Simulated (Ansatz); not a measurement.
**Grüneisen parameters and expansion of KBr (Fm-3m)**

Wanted: mode Grüneisen parameters of KBr and a free-energy fit over volumes.

What experiment has found for this phase:
- volume expansion coefficient 116.1 1e-6/K and heat capacity C_P per formula unit 52.3 J/mol/K near room temperature (given in “High-Throughput Prediction of Finite-Temperature Properties using the Quasi-Harmonic Approximation”, 2016, arXiv:1603.06924)
- volume expansion coefficient 117.6 1e-6/K near room temperature (given in “Descriptors for thermal expansion in solids”, 2017, arXiv:1701.03966)

Method: DFT PBE, scalar-relativistic, plane waves, PAW, in Ansatz 0.2.0.

### 1. Starting point

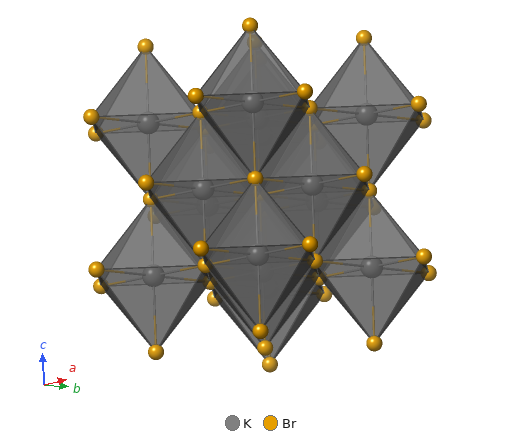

The starting structure, seen from a free direction (potassium grey, bromine orange). This picture shows the conventional cell, with its axes. Some periodic images of atoms are drawn too.

### 2. Probe on a coarse mesh

Before spending time, one coarse run tells the gap and the pressure of the starting cell.

Contents of input.yaml:

```yaml
crystal:
  lattice:
    - [0.0, 3.3, 3.3]
    - [3.3, 0.0, 3.3]
    - [3.3, 3.3, 0.0]
  atoms:
    - { symbol: K, position: [0.0, 0.0, 0.0] }
    - { symbol: Br, position: [0.5, 0.5, 0.5] }
kpoints:
  mp_grid: { grid: [6, 6, 6] }
hamiltonian:
  xc: pbe
scf:
  occupations: { method: gaussian, width: 0.1 }
output:
  forces: true
  stress: true
  eigenvalues: true
```

Command:

```console
ansatz run input.yaml --threads 2 --pin off --max-ram 5120MiB --backend cpu --events-out ev --progress --plain --runs-dir out
```

Numbers of over 12 decimals in the logs are rounded to 6 here.

The program printed:

```text
Engine: ansatz 0.2.0, aarch64-unknown-linux-gnu
Pseudopotentials: kind: paw
Pseudopotential: K, paw, valence charge 9, recommended cutoff 420 eV (normal), K.paw.azcp
Pseudopotential: Br, paw, valence charge 7, recommended cutoff 420 eV (normal), Br.paw.azcp
Functional definition: PBE
  parameter kappa = 0.804
  parameter beta = 0.066725
  exchange = pbe_x(kappa = kappa, mu = beta*pi^2/3)
  correlation = pbe_c(beta = beta)
Crystal: 2 atoms, lattice volume = 71.874 Å³
Basis set: ecut = 420 eV, 1411 PW (Γ), exchange–correlation on 64×64×64 points (8 copies of the dense FFT grid, shifted against one another)
Bands: 12, of which v1, the nominal top of the filled ones, is band 8 counted from 1 (7 counted from 0)
Symmetry: 48 space group operations
Space group: Fm-3m (ITA 225), of the structure as read, at distance tolerance 4.2e-5 Å
k-points: 16 of 216
Non-local potential: K, projectors of the file, l = 0: 3, l = 1: 2, l = 2: 2
Non-local potential: Br, projectors of the file, l = 0: 2, l = 1: 2, l = 2: 2
PAW form: soft (Blöchl's): semilocal exchange-correlation on the pseudo side does not see the compensation charge
PAW one-centre angular grid: K, 110 points (default); XC on 64 Gauss nodes
PAW one-centre angular grid: Br, 110 points (default); XC on 64 Gauss nodes
Initial density: superposition of atomic densities (neutral atoms: chi_scale 0, normalization atom), corrected by the library's trained network
Initial wavefunctions: pseudopotential atomic-orbital guess
Functional: x = pbe(κ = 0.804, μ = 0.219515), c = pbe(β = 0.066725)
SCF iter   1: F=—  HF=-4324.496682 eV  |F-HF|=—  |Δ(HF+E_count)|=         —  Δρ=1.59e-4  dr2=1.09e-5  ethr=1.77e-3  ⟨swp⟩=6.3  Hψ=1249  notcnv=0
preconditioner: auto → none  [insulator: Δε(μ)=4.426 eV  Ē_g=14.771 eV  σ=0.100 eV  W_gap=1.00  n_scr=14 (ndim 8)  ℏωp=16.4 eV  f_vac=0.056  D(μ)=0.00/eV (n_scr^D=0)  ε∞_Penn≈2.2]
SCF iter   2: F=—  HF=-4324.496533 eV  |F-HF|=—  |Δ(HF+E_count)|=   1.49e-4  Δρ=1.91e-4  dr2=4.53e-5  ethr=6.78e-8  ⟨swp⟩=3.6  Hψ=599  notcnv=0
SCF iter   3: F=—  HF=-4324.496526 eV  |F-HF|=—  |Δ(HF+E_count)|=   6.46e-6  Δρ=7.02e-5  dr2=4.23e-6  ethr=6.78e-8  ⟨swp⟩=2.0  Hψ=304  notcnv=0
SCF iter   4: F=—  HF=-4324.496532 eV  |F-HF|=—  |Δ(HF+E_count)|=   6.29e-6  Δρ=3.24e-5  dr2=1.21e-6  ethr=2.64e-8  ⟨swp⟩=2.0  Hψ=304  notcnv=0
SCF iter   5: F=—  HF=-4324.496532 eV  |F-HF|=—  |Δ(HF+E_count)|=   1.11e-7  Δρ=1.34e-5  dr2=2.09e-7  ethr=7.55e-9  ⟨swp⟩=2.0  Hψ=240  notcnv=0
SCF iter   6: F=-4324.496532 eV  HF=-4324.496532 eV  |F-HF|=2.63e-8  |Δ(HF+E_count)|=   4.94e-8  Δρ=5.11e-6  dr2=3.20e-8  ethr=6.25e-10  ⟨swp⟩=5.6  Hψ=959  notcnv=0
SCF 1 converged in 6 iterations: F = -4324.496532 eV  dr2 = 3.20e-8
  greatest PAW one-centre occupation: 0.987 electrons in one spin orbital (limit 2), on the K atom at site 0 (counted from 0), in its partial waves of l = 0
SCF converged after 6 iterations
Free energy (F): -4324.496532 eV
Harris-Foulkes:  -4324.496532 eV  (|F-HF|=2.63e-8)
Internal energy: -4324.496532 eV  (E = F + TS)
E sigma→0 (E₀):  -4324.496532 eV
Fermi energy:    3.287999 eV
--- Per-component energies (eV) ---
  E_band       = -133.512081
  E_kinetic    = 388.472459
  E_local      = -838.835898  (includes V_loc(G=0)·N_el)
  E_nonlocal   = 82.864379
  E_hartree    = 271.999735
  E_xc         = -400.625545
  E_vxc        = -269.645871  (∫ρ·V_xc dr)
  E_paw        = -3028.385812  (= ΣΔE_a)
  E_vpaw       = -40.364730  (= ΣTr[D̂ρ^β])
  E_aug_tail   = -0.000004  (compensation charges beyond the density's cutoff)
  E_ewald      = -799.985846
  E_smearing   = -0.000000  (= −TS)
  E_closure    = -0.000000  (closes the sum)
  Σ components = -4324.496532   (vs F -4324.496532, Δ=0.00e0)
--- Forces (eV/Å), atoms counted from 1 ---
  atom   1  K     -0.00000000    -0.00000000     0.00000000
  atom   2  Br     0.00000000     0.00000000     0.00000000
  max |Σ_I F_I| component: 3.81e-30 eV/Å
--- Stress (GPa, compression-positive) ---
        0.717860       0.000000       0.000000
        0.000000       0.717860      -0.000000
       -0.000000       0.000000       0.717860
  P = ⅓ Tr σ = 0.7179 GPa (7.179 kbar)
--- Band table (eV; the first three rows and the last of 16) ---
  k-point 0: bands = [... 4 lower, -10.1841, 1.0690, 1.0690, 1.0690, 5.5045, 8.6734, 8.6734, 8.6734]
  k-point 1: bands = [... 4 lower, -10.1156, 0.7037, 0.9803, 0.9803, 6.1605, 8.5336, 8.9962, 8.9962]
  k-point 2: bands = [... 4 lower, -9.9925, 0.1311, 0.8140, 0.8140, 7.2681, 8.7874, 9.8577, 9.8577]
  k-point 15: bands = [... 4 lower, -10.1192, 0.3623, 0.5929, 0.6212, 7.6651, 8.9937, 9.3619, 10.2985]
```

Elapsed: 0.98 s, on 2 threads of Arm Neoverse V2, shared host; peak memory 0.28 GiB; 1 s of CPU time.

Numbers from this step:

| Quantity | Value |
| --- | --- |
| pressure | 0.7179 GPa |
| gap on the k-mesh | 4.436 eV |
| volume per atom | 35.94 Å³ |

The start is under 0.72 GPa at this level and looks like an insulator or semiconductor on this mesh.

### 3. Finding the static equilibrium

The vibrations must be taken about the equilibrium of this functional, not about the starting cell, so the structure is relaxed.

input.yaml, the sections that differ from step 2:

```yaml
scf:
  occupations: { method: gaussian, width: 0.02 }
relax:
  adjacent_minimum: "off"
  f_tol: 0.005
  max_steps: 80
  cell: { stress_tol: 0.05 }
# crystal, kpoints, hamiltonian, output: as in step 2
```

The program printed:

```text
[...]
Crystal: 2 atoms, lattice volume = 71.874 Å³
Basis set: ecut = 420 eV, 1411 PW (Γ), exchange–correlation on 64×64×64 points (8 copies of the dense FFT grid, shifted against one another)
Bands: 12, of which v1, the nominal top of the filled ones, is band 8 counted from 1 (7 counted from 0)
Symmetry: 48 space group operations
[...]
k-points: 16 of 216
[...]
SCF iter   1: F=—  HF=-4324.496718 eV  |F-HF|=—  |Δ(HF+E_count)|=         —  Δρ=1.61e-4  dr2=9.74e-6  ethr=1.77e-3  ⟨swp⟩=6.8  Hψ=1332  notcnv=0
[...]
SCF iter   6: F=-4324.496532 eV  HF=-4324.496532 eV  |F-HF|=4.27e-8  |Δ(HF+E_count)|=   7.41e-8  Δρ=6.46e-6  dr2=5.18e-8  ethr=6.25e-10  ⟨swp⟩=3.0  Hψ=726  notcnv=0
SCF 1 converged in 6 iterations: F = -4324.496532 eV  dr2 = 5.18e-8
[...]
relax step   1: F+E_penalty+E_count = -4324.49653221 eV  Δ(F+E_penalty+E_count) = +0.000e0 eV  max|allowed force component| = 7.116e-30 eV/Å  Δτ_max = 0.0000 Å  P = +0.718 GPa  Ω = 71.874 Å³  (6 SCF iters, dr2 threshold 1.00e-7 eV, accepted)
Crystal: 2 atoms, lattice volume = 73.461 Å³
Basis set: ecut = 420 eV, 1459 PW (Γ), exchange–correlation on 64×64×64 points (8 copies of the dense FFT grid, shifted against one another)
[...]
iter 1 solved again at ethr=2.01e-6 eV; its pass at ethr=3.10e-3 eV (dr2=3.21e-4 eV) is discarded
[...]
SCF iter   4: F=-4324.501828 eV  HF=-4324.501828 eV  |F-HF|=1.07e-7  |Δ(HF+E_count)|=   3.25e-6  Δρ=1.16e-5  dr2=1.73e-7  ethr=1.25e-9  ⟨swp⟩=4.1  Hψ=1121  notcnv=0
SCF 2 converged in 4 iterations: F = -4324.501828 eV  dr2 = 1.73e-7
relax step   2: F+E_penalty+E_count = -4324.50182802 eV  Δ(F+E_penalty+E_count) = -5.296e-3 eV  max|allowed force component| = 2.235e-30 eV/Å  Δτ_max = 0.0000 Å  P = +0.369 GPa  Ω = 73.461 Å³  energy of the carried Pulay correction = -5.350e-5 eV  (4 SCF iters, dr2 threshold 2.00e-7 eV, accepted)
Crystal: 2 atoms, lattice volume = 75.221 Å³
[...]
SCF iter   5: F=-4324.503921 eV  HF=-4324.503921 eV  |F-HF|=2.44e-8  |Δ(HF+E_count)|=   1.93e-7  Δρ=3.54e-6  dr2=9.43e-9  ethr=1.25e-9  ⟨swp⟩=5.5  Hψ=931  notcnv=0
SCF 3 converged in 5 iterations: F = -4324.503921 eV  dr2 = 9.43e-9
relax step   3: F+E_penalty+E_count = -4324.50392082 eV  Δ(F+E_penalty+E_count) = -2.093e-3 eV  max|allowed force component| = 6.779e-30 eV/Å  Δτ_max = 0.0000 Å  P = +0.030 GPa  Ω = 75.221 Å³  energy of the carried Pulay correction = -1.115e-4 eV  (5 SCF iters, dr2 threshold 2.00e-7 eV, accepted)
[...]
SCF iter   1: F=—  HF=-4324.504018 eV  |F-HF|=—  |Δ(HF+E_count)|=         —  Δρ=2.01e-5  dr2=4.73e-8  ethr=1.28e-6  ⟨swp⟩=3.2  Hψ=1827  notcnv=0
eigensolver tolerance schedule: the retry pair's looser diagonalisation over-reported the residual by 4316.75 of it (diagonalisation noise at an unbounded share of the residual, at the tolerance the schedule requests for it); recorded, not acted on — ethr = c·dr2/N_el stays at c = 1.0e-1
[...]
SCF iter   2: F=—  HF=-4324.504015 eV  |F-HF|=—  |Δ(HF+E_count)|=   3.38e-6  Δρ=1.07e-5  dr2=1.37e-8  ethr=2.96e-10  ⟨swp⟩=3.2  Hψ=419  notcnv=0
[...]
SCF iter   6: F=-4324.504015 eV  HF=-4324.504015 eV  |F-HF|=1.82e-12  |Δ(HF+E_count)|=    0.00e0  Δρ=3.31e-8  dr2=8.33e-13  ethr=1.00e-12  ⟨swp⟩=6.0  Hψ=780  notcnv=0
SCF 4 converged in 6 iterations: F = -4324.504015 eV  dr2 = 8.33e-13
relax step   4: F+E_penalty+E_count = -4324.50401514 eV  Δ(F+E_penalty+E_count) = -9.432e-5 eV  max|allowed force component| = 6.262e-30 eV/Å  Δτ_max = 0.0000 Å  P = +0.028 GPa  Ω = 75.221 Å³  stress off target by 2.80e-2 GPa  SCF on the basis re-selected at this cell (its energy is not comparable with the rows above)  (6 SCF iters)
basis re-selected at this cell: Δ(F+E_penalty+E_count) = -9.432e-5 eV, ΔP = -0.002 GPa vs the last step (what re-selecting the basis moved, of the pressure what is left beyond the Pulay correction that the steps carried, after the strain that the cell walked since its last selection, with what the two solves' SCF thresholds leave and, on support functions, any second-order correction that the steps lacked; it is no m [...]
SCF converged after 6 iterations
Free energy (F): -4324.504015 eV
[...]
Internal energy: -4324.504015 eV  (E = F + TS)
E sigma→0 (E₀):  -4324.504015 eV
Fermi energy:    2.928132 eV
[...]
--- Stress (GPa, compression-positive) ---
        0.028044      -0.000000      -0.000000
       -0.000000       0.028044      -0.000000
       -0.000000      -0.000000       0.028044
  P = ⅓ Tr σ = 0.0280 GPa (0.280 kbar)
--- Band table (eV; the first three rows and the last of 16) ---
  k-point 0: bands = [... 4 lower, -10.5795, 0.7700, 0.7700, 0.7700, 5.0862, 8.3602, 8.3602, 8.3602]
  k-point 1: bands = [... 4 lower, -10.5157, 0.4329, 0.6911, 0.6911, 5.7142, 8.2110, 8.6685, 8.6685]
  k-point 2: bands = [... 4 lower, -10.4026, -0.0981, 0.5423, 0.5423, 6.8296, 8.3817, 9.4898, 9.4898]
  k-point 15: bands = [... 4 lower, -10.5183, 0.1060, 0.3322, 0.3501, 7.3641, 8.5082, 8.9419, 9.8230]
--- Relaxed structure (3 steps of the walk, 3 accepted, 1 SCFs on fresh bases) ---
  F+E_penalty+E_count = -4324.50401514 eV   max|allowed force component| = 6.262e-30 eV/Å   (the final SCF, on the basis selected at the relaxed cell)
  cell:  # Å, volume = 75.2209 Å³
    - [0, 3.350448, 3.350448]
    - [3.350448, 0, 3.350448]
    - [3.350448, 3.350448, 0]
  atoms:
    - { symbol: K, position: [0, 0, 0] }
    - { symbol: Br, position: [0.5, 0.5, 0.5] }
```

Elapsed: 2.1 s, on 2 threads; peak memory 0.3 GiB.

Relaxation path:

```
step  energy less that of the first step (eV)  largest force component (eV/Å)  pressure (GPa)  volume (Å³)
   1                                   0.0000                          0.0000            0.72        71.87
   2                                  -0.0053                          0.0000            0.37        73.46
   3                                  -0.0074                          0.0000            0.03        75.22
  4*                                  -0.0075                          0.0000            0.03        75.22
```

Relaxation steps marked * repeat the geometry before them on a plane-wave basis chosen anew for their cell, so energy and pressure can jump there.

The run keeps the 48 symmetry operations that it works with, so distortions that break them were not tested.

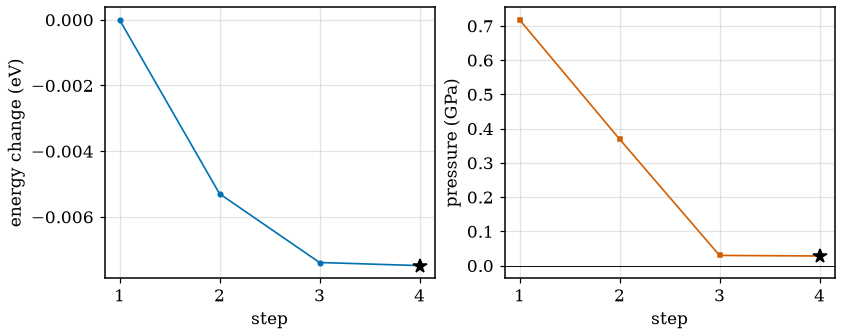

Energy and pressure along the relaxation. Stars mark steps on a basis chosen anew.

```
conventional cell, symmetrised  before  after  change
                         a (Å)   6.600  6.701  +1.5 %
                         b (Å)   6.600  6.701  +1.5 %
                         c (Å)   6.600  6.701  +1.5 %
              volume (Å³/atom)   35.94  37.61  +4.7 %
```

Final coordinates:

```xyz
2
Lattice="0.0000 3.3504 3.3504 3.3504 0.0000 3.3504 3.3504 3.3504 0.0000" Properties=species:S:1:pos:R:3 pbc="T T T"
K     0.0000    0.0000    0.0000
Br    3.3504    3.3504    3.3504
```

Numbers from this step:

```yaml
pressure: 0.02804 GPa
gap_on_the_k_mesh: 4.316 eV
volume_per_atom: 37.61 Å³
```

The relaxation ends with a pressure of 0.03 GPa.

### 4. Tight relaxation

The relaxation is repeated with tighter thresholds on force and stress, since phonons are sensitive to what is left; a change of mesh or smearing in the input moves the cell too.

Contents of input.yaml:

```yaml
crystal:
  lattice:
    - [0.0, 3.3504479083, 3.3504479083]
    - [3.3504479083, 0.0, 3.3504479083]
    - [3.3504479083, 3.3504479083, 0.0]
  atoms:
    - { symbol: K, position: [0.0, 0.0, 0.0] }
    - { symbol: Br, position: [0.5, 0.5, 0.5] }
kpoints:
  mp_grid: { grid: [8, 8, 8] }
hamiltonian:
  xc: pbe
scf:
  occupations: { method: fixed }
output:
  forces: true
  stress: true
  eigenvalues: true
relax:
  adjacent_minimum: "off"
  f_tol: 0.001
  max_steps: 60
  cell: { stress_tol: 0.01 }
```

The program printed:

```text
[...]
Crystal: 2 atoms, lattice volume = 75.221 Å³
Basis set: ecut = 420 eV, 1459 PW (Γ), exchange–correlation on 64×64×64 points (8 copies of the dense FFT grid, shifted against one another)
Bands: 12, of which v1, the nominal top of the filled ones, is band 8 counted from 1 (7 counted from 0)
Symmetry: 48 space group operations
[...]
k-points: 29 of 512
[...]
k-point 28: bands = [... 4 lower, -10.5086, 0.2085, 0.2085, 0.2673, 8.0864, 8.0864, 8.8305, 9.5531]
--- Relaxed structure (3 steps of the walk, 3 accepted, 1 SCFs on fresh bases) ---
[...]
cell:  # Å, volume = 75.3766 Å³
    - [0, 3.352758, 3.352758]
    - [3.352758, 0, 3.352758]
    - [3.352758, 3.352758, 0]
  atoms:
    - { symbol: K, position: [0, 0, 0] }
    - { symbol: Br, position: [0.5, 0.5, 0.5] }
[key lines of the parts left out:]
SCF converged after 5 iterations
Free energy (F): -4324.504034 eV
Fermi energy:    0.756824 eV
P = ⅓ Tr σ = 0.0000 GPa (0.000 kbar)
```

Wall time 3.3 s (2 threads); peak memory 0.32 GiB; 6.3 s of CPU time.

Little changed from the start: no atom moved by 0.005 Å and no cell edge by 0.1 %.

This step gave:

```yaml
pressure: 9.31e-6 GPa
gap_on_the_k_mesh: 4.311 eV
volume_per_atom: 37.69 Å³
```

The residual pressure is 9.3e-6 GPa, small enough for phonons.

(Continued in part 2 of 4.)

[Logs are printed without paths, hosts, clocks, repeated set-up lines and the standing remarks that a program may print on its own settings, such as how far it seeks lower states.]

[Hosts, paths, dates, database ids (printed as entryN), source tags and the programs' standing remarks are cut or masked in the printed files.]

[A step with changed settings may run another functional than the one named; its input shows which.]

[Of the runs on displaced cells, only some may be shown.]
